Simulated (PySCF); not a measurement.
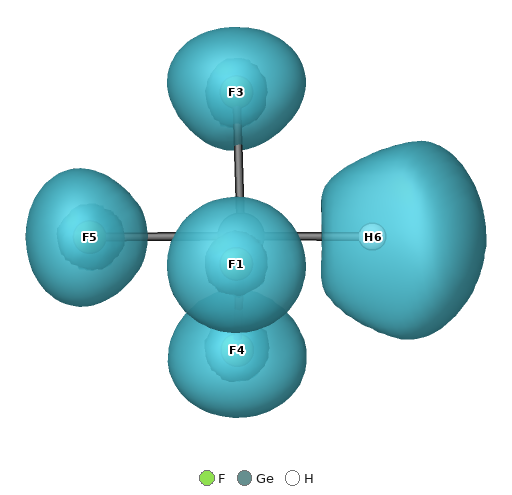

F4GeH (charge −1). Isosurface of the ELF at 0.75 (cyan), seen from one side. Only the valence region is drawn (cores and ρ < 0.01 e/Å³ removed).

Geometry: PBE0-D3(BJ)/ma-def2-SVP.

Method: PySCF, DFT single point, gas phase, functional wB97X.

Input

```
{"job": {"kind": "sp", "xc": "wB97X", "basis": "ma-def2-TZVP", "d3": "d3bj", "grid": 2}, "charge": -1, "multiplicity": 1}
F     -1.372323    -0.121824    -1.201584
Ge     0.179863     0.050797    -0.290901
F      1.148187    -1.419222     0.106252
F      0.707666     1.651016     0.361940
F     -0.746671    -0.201668     1.220709
H      0.970002     0.282323    -1.609573
```

Launched as:

```sh
OMP_NUM_THREADS=1 python redox_run.py task.json out
```

Question: Identify the bonds, lone pairs and shells in this picture.

Answer: At this value the surface marks out one region around a hydrogen nucleus and four regions wrapped around F (the valence shell of each).

Values along the shortest contacts:
Ge–F (1.79 Å): the ELF peaks at about 0.80 in the valence shell of F, 0.5 Å from its nucleus, and is about 0.25 at the midpoint. Ge–H (1.55 Å): the ELF climbs to about 1 towards the hydrogen.
